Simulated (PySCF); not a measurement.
## Electronic structure of B2H8OSi2 in real space

```yaml
atoms:
  - { symbol: B, position_ang: [-1.8501, 0.4472, 0.9239] }
  - { symbol: B, position_ang: [-1.7900, -0.6550, -0.2257] }
  - { symbol: Si, position_ang: [-0.0210, -1.0809, -0.9739] }
  - { symbol: O, position_ang: [1.1982, -0.3215, -0.1849] }
  - { symbol: Si, position_ang: [1.9169, 0.8299, 0.6840] }
  - { symbol: H, position_ang: [-1.9458, 1.5982, 0.7011] }
  - { symbol: H, position_ang: [-1.7534, 0.1909, 2.0677] }
  - { symbol: H, position_ang: [-2.6771, -1.2548, -0.7069] }
  - { symbol: H, position_ang: [0.1636, -0.6638, -2.3784] }
  - { symbol: H, position_ang: [0.4111, -2.4878, -0.8827] }
  - { symbol: H, position_ang: [3.1589, 0.2238, 1.1564] }
  - { symbol: H, position_ang: [1.0302, 1.1988, 1.7893] }
  - { symbol: H, position_ang: [2.1540, 1.9755, -0.1951] }
```

Geometry: GFN2-xTB.

These are results of PBE0/pcSseg-1, SCF density, gas phase, non-relativistic in PySCF 2.14.0, not measurements.

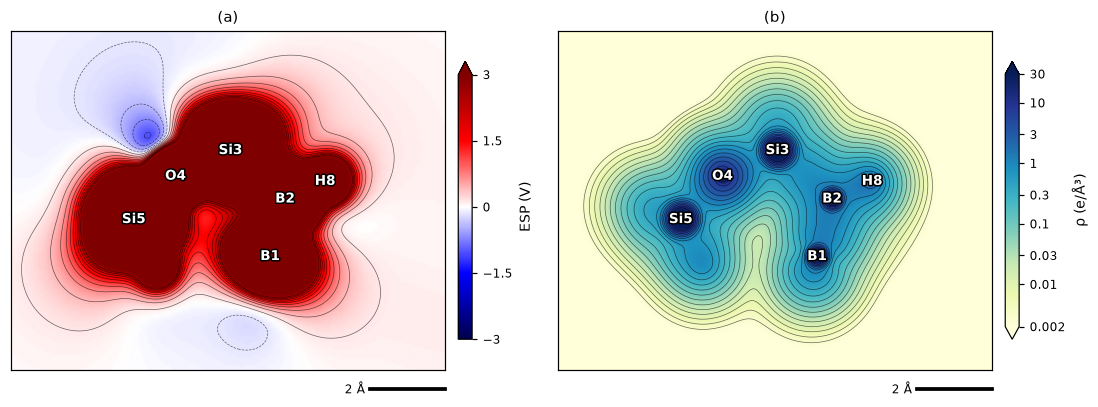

Figure 1. (a) molecular electrostatic potential; (b) total electron density on the plane of atoms B1, B2 and H8.

Read the bonding off the picture.

Answer.
- The section cuts through B, Si, O and H sites.
- B–B (1.59 Å): ρ is about 1.2 e/Å³ halfway.
- Si–O (1.61 Å): ρ is about 1.2 e/Å³ halfway.
- Si–B (1.97 Å): ρ is about 0.83 e/Å³ halfway.
- B–H (1.17 Å): ρ at the midpoint is about 1.3 e/Å³.
- Outside the dense part of the molecule the potential is most negative (−1.0 V) near O4.

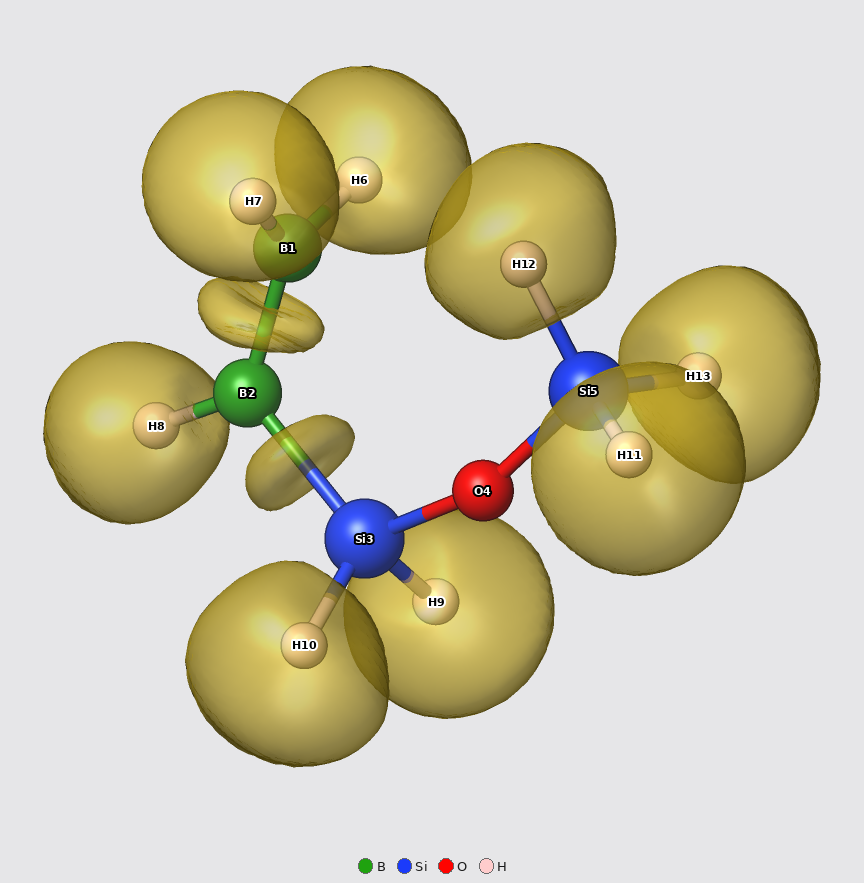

Figure 2. Isosurface of the electron localisation function at 0.9 (yellow), seen at a tilt. Core shells and regions of very low density are left out.

What do the ELF domains correspond to?

Answer. The surface consists of one region between bonded B–B atoms (shared pairs), one region between bonded B–Si atoms (shared pairs) and eight regions around hydrogen nuclei. Along the contacts the grid gives the following. B–B (1.59 Å): the ELF peaks at about 1 between the atoms (localised, covalent bonding). Si–O (1.61 Å): the ELF peaks at about 0.85 between the atoms, as expected for a short, strongly polar bond.

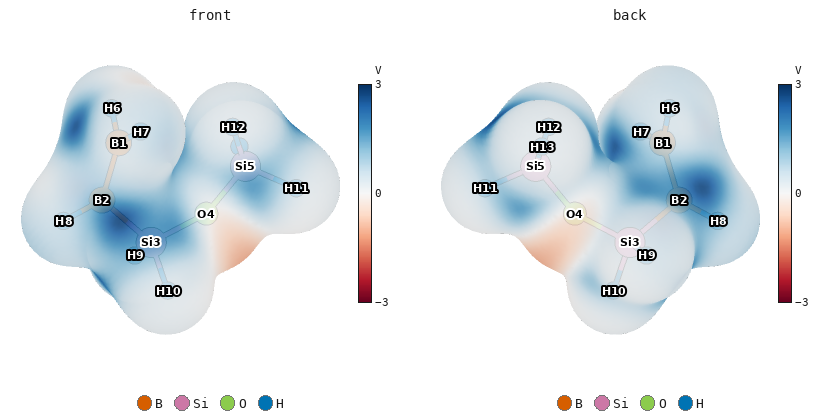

Figure 3. The electrostatic potential painted on the density surface at 0.004 e/bohr³, seen from the front and from behind; red is negative and blue positive.

Describe the electrostatic potential map.

Answer. The most negative region (about −0.9 V, or −21 kcal/mol for a unit charge) lies over O4, the most positive (about +2.6 V, or +60 kcal/mol for a unit charge) over B1, B2 and Si5.

What dipole moment does the calculation give?

Answer. Its dipole moment is 0.82 D.
